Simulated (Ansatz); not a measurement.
# LuHg3, from a guessed structure to a relaxed one, part 2 of 2

This structure for LuHg3 is made up. Its elements were placed in a known structure type with a cell scaled to their sizes. What cell does the guess relax to, and how far off was it?

Ansatz 0.2.0; DFT, PBE, plane-wave PAW, files of the set soft_1, scalar-relativistic, no spin, cell and ions relaxed at zero pressure; PAW set soft_1 (the session's first sound run).

So far: The starting structure; Relaxing cell and atoms. The relaxed cell has a = 7.204 Å (conventional setting).

## 3. Electronic structure of the relaxed cell

A second self-consistent run takes a narrower smearing and the mesh shown in its input; the bands follow along the standard path of the relaxed lattice.

This step: DFT, PBE, plane-wave PAW, files of the set soft_1, scalar-relativistic, no spin, bands and density of states at the relaxed cell; PAW set soft_1 (Ansatz 0.2.0).

File input.yaml:

```yaml
crystal:
  lattice:
    - [0.0, 3.6018131792, 3.6018131792]
    - [3.6018131792, 0.0, 3.6018131792]
    - [3.6018131792, 3.6018131792, 0.0]
  atoms:
    - { symbol: Hg, position: [0.75, 0.75, 0.75] }
    - { symbol: Hg, position: [0.5, 0.5, 0.5] }
    - { symbol: Hg, position: [0.25, 0.25, 0.25] }
    - { symbol: Lu, position: [0.0, 0.0, 0.0] }
kpoints:
  mp_grid: { grid: [8, 8, 8] }
  band_path:
    path:
      - [[0.0, 0.0, 0.0], [0.5, 0.0, 0.5], [0.5, 0.25, 0.75], [0.375, 0.375, 0.75], [0.0, 0.0, 0.0], [0.5, 0.5, 0.5], [0.625, 0.25, 0.625], [0.5, 0.25, 0.75], [0.5, 0.5, 0.5], [0.375, 0.375, 0.75]]
      - [[0.625, 0.25, 0.625], [0.5, 0.0, 0.5]]
    npoints: 8
scf:
  occupations: { method: fermi_dirac, width: 0.03 }
  n_extra_bands: 8
hamiltonian:
  xc: pbe
  pseudopotentials: { kind: paw, azcp: { folder: soft_1 } }
output:
  forces: true
  stress: true
  write_bands: true
  dos: { projected: true }
  write_density: true
  write_potential: true
  elf: true
  volumetric_format: npy
```

Run with:

```sh
$ ansatz run input.yaml --threads 4 --pin off --max-ram 8192MiB --backend cpu --events-out ev --progress --plain --runs-dir out
```

Numbers of over 12 decimals in the logs are rounded to 6 here.

Output:

```text
Lu: projections on atomic orbitals take those of the free atom [Kr 4d10] 4f14 5s2 5p6 5d1 6s2, of charge +0.00 (hamiltonian.pseudopotentials.projection_atoms); the dataset's partial waves leave at most 4.6e-5 of an orbital's norm unspanned inside its sphere
[...]
Crystal: 4 atoms, lattice volume = 93.453 Å³
Basis set: ecut = 420 eV, 1837 PW (Γ), exchange–correlation on 72×72×72 points (8 copies of the dense FFT grid, shifted against one another)
Bands: 51, of which v1, the nominal top of the filled ones, is band 43 counted from 1 (42 counted from 0)
Symmetry: 48 space group operations
[...]
k-points: 29 of 512
[...]
SCF iter   1: F=—  HF=-56185.935996 eV  |F-HF|=—  |Δ(HF+E_count)|=         —  Δρ=1.08e-1  dr2=2.29e1  ethr=3.10e-3  ⟨swp⟩=6.3  Hψ=6404  notcnv=0
[...]
SCF iter  10: F=-56180.714542 eV  HF=-56180.714542 eV  |F-HF|=2.23e-8  |Δ(HF+E_count)|=   1.59e-7  Δρ=8.47e-6  dr2=6.63e-8  ethr=1.18e-10  ⟨swp⟩=21.0  Hψ=17626  notcnv=0
SCF 1 converged in 10 iterations: F = -56180.714542 eV  dr2 = 6.63e-8
  Residual-converged pass: ⟨swp⟩=1.0  Hψ=1596  notcnv=0  max |occ|·‖R‖ = 7.0e-9 eV (tolerance 1.0e-8 eV)  dr2=6.63e-8  dr2_onsite=5.02e-8  max |Δocc| = 7.0e-11
[...]
NSCF: frozen V_eff on 82 k-points
SCF converged after 10 iterations
Free energy (F): -56180.714542 eV
[...]
Internal energy: -56180.705973 eV  (E = F + TS)
E sigma→0 (E₀):  -56180.710258 eV
Entropy (-TS):   -0.008569 eV (-2.142 meV/atom)
Fermi energy:    16.256942 eV
[...]
--- Stress (GPa, compression-positive) ---
       -0.257867      -0.000000       0.000000
       -0.000000      -0.257867      -0.000000
        0.000000       0.000000      -0.257867
  P = ⅓ Tr σ = -0.2579 GPa (-2.579 kbar)
--- Band table (eV; the first three rows and the last of 29) ---
  k-point 0: bands = [... 39 lower, 14.8267, 15.9305, 15.9305, 15.9305, 16.8450, 18.6257, 18.6257, 19.2286, ... 4 higher]
  k-point 1: bands = [... 39 lower, 14.0431, 15.9265, 15.9265, 16.0556, 17.0056, 18.0765, 18.0765, 19.9725, ... 4 higher]
  k-point 2: bands = [... 39 lower, 12.7318, 15.6014, 15.8378, 15.8378, 17.7474, 17.7474, 18.2147, 18.6359, ... 4 higher]
  k-point 28: bands = [... 39 lower, 11.5942, 11.5942, 13.2351, 17.0881, 17.0881, 18.1238, 18.2781, 19.3044, ... 4 higher]
```

Wall time 5.6 s (4 threads of Arm Neoverse V2, shared host); peak memory 0.53 GiB; 21 s of CPU time.

This step gave:

```
free energy             : -56180.7145 eV
energy at zero smearing : -56180.7103 eV
smearing term TS        : 0.008569 eV
Fermi energy            : 16.26 eV
pressure                : -0.2579 GPa
```

bands.tsv at the labelled points (eV, zero at the Fermi level; the bands that come nearest the Fermi level along the path):

| point | band 40 | band 41 | band 42 | band 43 | band 44 | band 45 | band 46 | band 47 |
| --- | --- | --- | --- | --- | --- | --- | --- | --- |
| Γ | -1.43 | -0.33 | -0.33 | -0.33 | 0.59 | 2.37 | 2.37 | 2.97 |
| X | -5.26 | -3.27 | -1.48 | -1.48 | 0.63 | 2.01 | 2.01 | 2.19 |
| W | -4.66 | -4.66 | -3.02 | 0.83 | 0.83 | 1.87 | 2.02 | 3.05 |
| K | -4.98 | -4.52 | -1.27 | -1.17 | 1.71 | 1.93 | 2.14 | 2.56 |
| Γ | -1.43 | -0.33 | -0.33 | -0.33 | 0.59 | 2.37 | 2.37 | 2.97 |
| L | -5.63 | -0.84 | -0.71 | -0.71 | 0.38 | 2.03 | 2.03 | 2.74 |
| U | -4.98 | -4.52 | -1.27 | -1.17 | 1.71 | 1.93 | 2.14 | 2.56 |
| W | -4.66 | -4.66 | -3.02 | 0.83 | 0.83 | 1.87 | 2.02 | 3.05 |
| L | -5.63 | -0.84 | -0.71 | -0.71 | 0.38 | 2.03 | 2.03 | 2.74 |
| K | -4.98 | -4.52 | -1.27 | -1.17 | 1.71 | 1.93 | 2.14 | 2.56 |
| U | -4.98 | -4.52 | -1.27 | -1.17 | 1.71 | 1.93 | 2.14 | 2.56 |
| X | -5.26 | -3.27 | -1.48 | -1.48 | 0.63 | 2.01 | 2.01 | 2.19 |

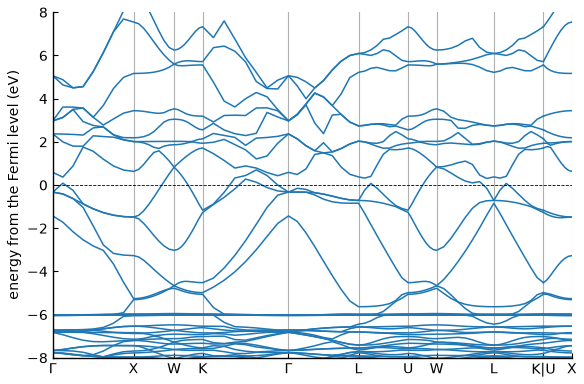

Bands along the path. 17 bands lie wholly below the window drawn.

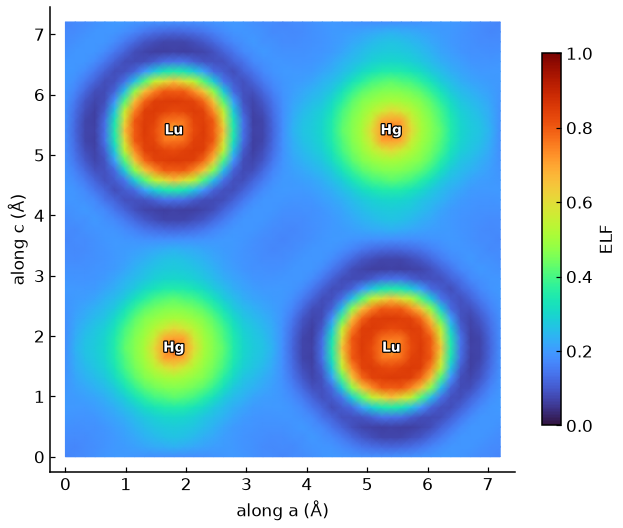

ELF in the ac plane of the conventional cell at fractional y = 0.000, with atoms of Hg and Lu within 0.2 Å of it. It is the smooth field of the valence electrons, not physical close to the nuclei. The map starts off the cell's origin, so that atoms lie inside it.

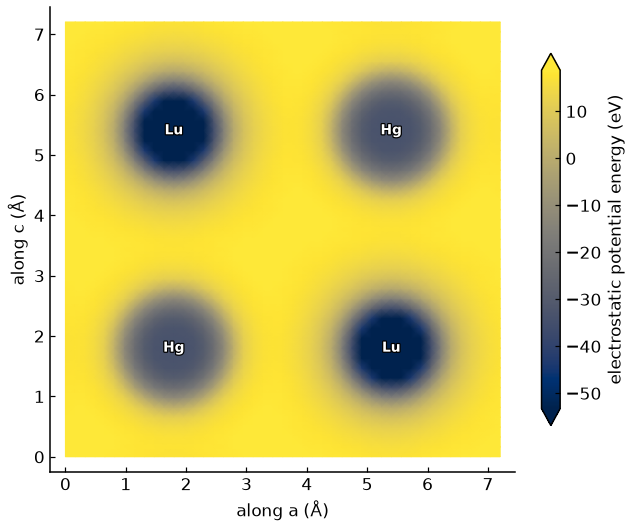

Electrostatic potential energy in the ac plane of the conventional cell at fractional y = 0.000, with atoms of Hg and Lu within 0.2 Å of it. With pseudopotentials it is smooth inside the atoms' cores, unlike the true potential. The map starts off the cell's origin, so that atoms lie inside it.

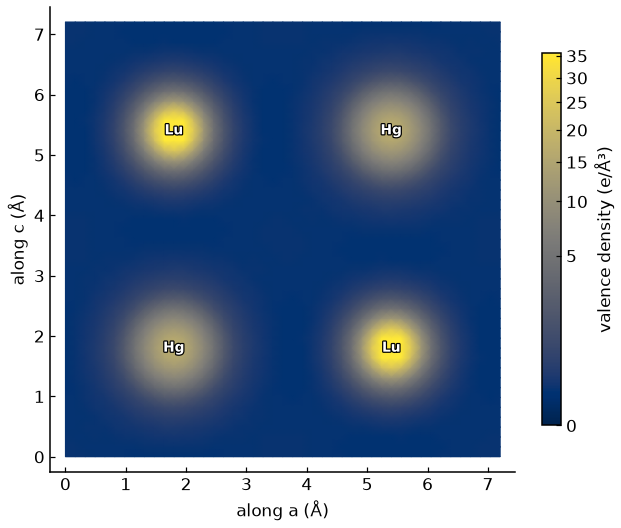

Valence density in the ac plane of the conventional cell at fractional y = 0.000, with atoms of Hg and Lu within 0.2 Å of it. It is the smooth field of the valence electrons, not physical close to the nuclei. The map starts off the cell's origin, so that atoms lie inside it. The colour scale is stretched toward low values.

## 4. Outcome

```
space group, relaxed : Fm-3m
conventional cell    : a = 7.204, b = 7.204, c = 7.204 Å; α = 90.0°, β = 90.0°, γ = 90.0°
volume per atom      : 23.36 Å³ (guess 24.50)
```

**Reading.** LuHg3 relaxes to Fm-3m with a = 7.204, b = 7.204 and c = 7.204 Å. The guessed volume was 5 % too large. The space group Fm-3m was held in the relaxation, so the end point is a stationary structure within it and may be a saddle against distortions or other arrangements. Bands cross the Fermi level, so it is a metal or semimetal at this level. The electron count is odd, which forces that without spin polarisation or a larger cell. On the 8×8×8 mesh with the narrower smearing (relaxed on 6×6×6) the forces vanish, as symmetry may demand, and the largest stress component is 0.258 GPa, against the relaxation's thresholds of 0.015 eV/Å and 0.05 GPa. The cutoff wasn't tested. Spin-orbit coupling is left out, which can matter for elements this heavy. No dispersion term is used, so weakly bound directions may come out too long. Nothing here tests whether the compound is stable against decomposition.

[Logs are printed without paths, hosts, clocks, repeated set-up lines and the standing remarks that a program may print on its own settings, such as how far it seeks lower states.]

[Hosts, paths, dates, database ids (printed as entryN), source tags and the programs' standing remarks are cut or masked in the printed files.]
